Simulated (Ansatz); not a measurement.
The structure below was relaxed with Ansatz (a program for electronic structure), PBE, PAW, cutoff 420 eV, no spin-orbit coupling.

```yaml
crystal:
  lattice:
    - [-2.28785, 6.93679, 3.26747]
    - [2.28785, -6.93679, 3.26747]
    - [2.28785, 6.93679, -3.26747]
  atoms:
    - { symbol: Te, position: [0.39929, 0.23985, 0.15944] }
    - { symbol: Te, position: [0.76731, 0.26731, 0.50000] }
    - { symbol: Te, position: [0.08041, 0.23985, 0.84056] }
    - { symbol: Hg, position: [0.67144, 0.00521, 0.66622] }
    - { symbol: Au, position: [0.99256, 0.99256, 0.00000] }
    - { symbol: Hg, position: [0.33899, 0.00521, 0.33378] }
```

Find the space group and the Wyckoff positions.

Space group Imm2 (No. 44); a = 4.576 Å, b = 13.874 Å, c = 6.535 Å, α = β = γ = 90.00°

```
atom  site  symmetry       x       y       z
----  ----  --------  ------  ------  ------
Te      4d       m..  0.0000  0.1594  0.2398
Te      2b       mm2  0.0000  0.5000  0.2673
Hg      4d       m..  0.0000  0.3338  0.0052
Au      2a       mm2  0.0000  0.0000  0.9926
```

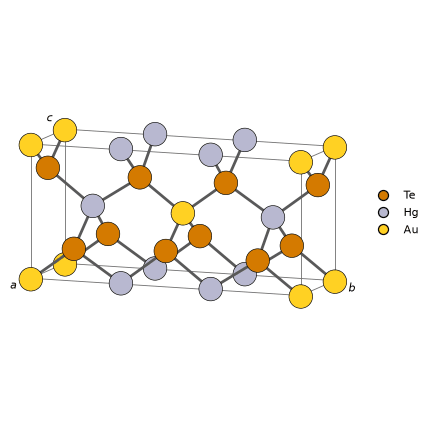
The conventional cell

These are small ordered cells, not random alloys; other orderings at the same x differ. No phonon test of stability was made. The final runs are not spin-polarised. An odd electron count without spin: Hg2AuTe3. The cell was made from HgTe by this change: x(Au) = 0.333, 6 atoms, Imm2.
